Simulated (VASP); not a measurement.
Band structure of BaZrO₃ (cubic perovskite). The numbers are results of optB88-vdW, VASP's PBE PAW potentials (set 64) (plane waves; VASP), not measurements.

Unless said otherwise, spin-orbit coupling is left out, though it shifts the bands of the heavy elements here.

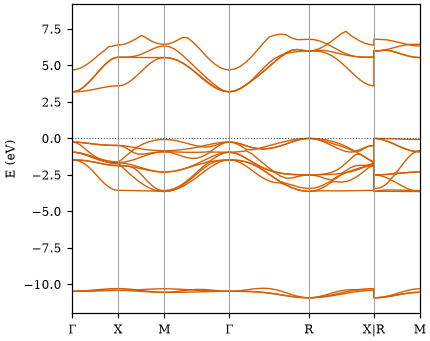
Fig. 1. Bands along high-symmetry lines, zero at the valence-band maximum or, without a gap, the Fermi level

Q: Read the plot: is there a gap, and where are the band edges?

A: The gap is indirect, 3.19 eV, from the valence maximum at R to the conduction minimum at Γ. (Edges off the drawn lines would not show.)

The compound is BaZrO3 in the cubic perovskite structure. It was relaxed first.
